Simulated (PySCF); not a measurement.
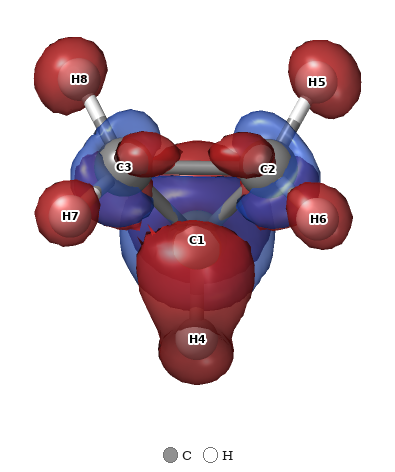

Figure 1: C₃H₅, doublet, SMILES `[CH]1CC1`. Fukui function f⁻ = ρ(N) − ρ(N−1) at fixed geometry, surfaces at ±0.05 e/Å³ (red positive, blue negative).

Method: CAM-B3LYP/def2-TZVP; geometry: GFN2-xTB; program: PySCF. No frequency check shows the geometry to be a minimum. GFN2-xTB doesn't know the spin state, so this open-shell geometry is rough.

Input

```python
import numpy as np
from pyscf import gto, scf, dft
from pyscf.scf import atom_ks, atom_hf
from scipy.linalg import block_diag

def solve(mol, dm0=None, hcore=None):
    mf = (dft.UKS if mol.spin else dft.RKS)(mol, xc='camb3lyp')
    mf.grids.level = 3
    mf = mf.density_fit(auxbasis='def2-universal-jkfit')
    mf.conv_tol, mf.max_cycle = 1e-8, 80
    if hcore is not None:
        mf.get_hcore = lambda *args: hcore
    mf.kernel(dm0)
    if not mf.converged:
        mf = mf.newton().run(mf.mo_coeff, mf.mo_occ, max_cycle=30)
    assert mf.converged, 'SCF not converged'
    return mf

mol = gto.M(atom='''
C      0.00019    -0.86960     0.16787
C     -0.75929     0.36209    -0.03065
C      0.75913     0.36236    -0.03065
H      0.00041    -1.79735    -0.36217
H     -1.24902     0.81971     0.81888
H     -1.30340     0.51395    -0.95753
H      1.30318     0.51442    -0.95753
H      1.24870     0.82017     0.81888
''', basis='def2-tzvp', charge=0, spin=1, verbose=4)
mf = solve(mol)
out = dict(e0=mf.e_tot, dm0=mf.make_rdm1(), c=mf.mo_coeff, occ=mf.mo_occ, eps=mf.mo_energy)
for name, dq, spin in [('cation', 1, 0), ('anion', -1, 0)]:
    ion = mol.copy().set(charge=mol.charge + dq, spin=spin).build()
    mi = solve(ion)
    if spin and dq > 0 and mol.nao < 130:
        c, _, stable, _ = mi.stability(return_status=True)
        if not stable:
            mi = solve(ion, mi.make_rdm1(c, mi.mo_occ))
    print(name, 'vertical energy change / eV', (mi.e_tot - mf.e_tot) * 27.211386)
    out.update({'e_' + name: mi.e_tot, 'dm_' + name: mi.make_rdm1(), 's2_' + name: mi.spin_square()[0], 'eps_' + name: mi.mo_energy, 'occ_' + name: mi.mo_occ})
# spherically averaged free atoms, for the promolecule
atm = atom_ks.get_atm_nrks(mol, xc='camb3lyp')
pro = block_diag(*[(atm[a[0]][2] * atm[a[0]][3]) @ atm[a[0]][2].T for a in mol._atom])
np.savez('result.npz', pro=pro, **out)
```

Launched as:

```sh
OMP_NUM_THREADS=1 python input.py
```

The run took 30 s on 1 thread of Arm Neoverse V2 (shared host), peak memory 0.56 GiB.

Partitions, critical points and surface values were worked out afterwards from this run's density.

Question: Which atoms respond most to the removal of an electron?

Answer: f⁻ (Hirshfeld-condensed) is largest on C1 (0.35); the vertical ionisation energy is 8.82 eV (to the singlet cation, which needn't be its lowest state). Condensed values hint at sites of electrophilic attack but needn't mark the atom that reacts. Orbital relaxation makes it negative in places (0.21 e in all).
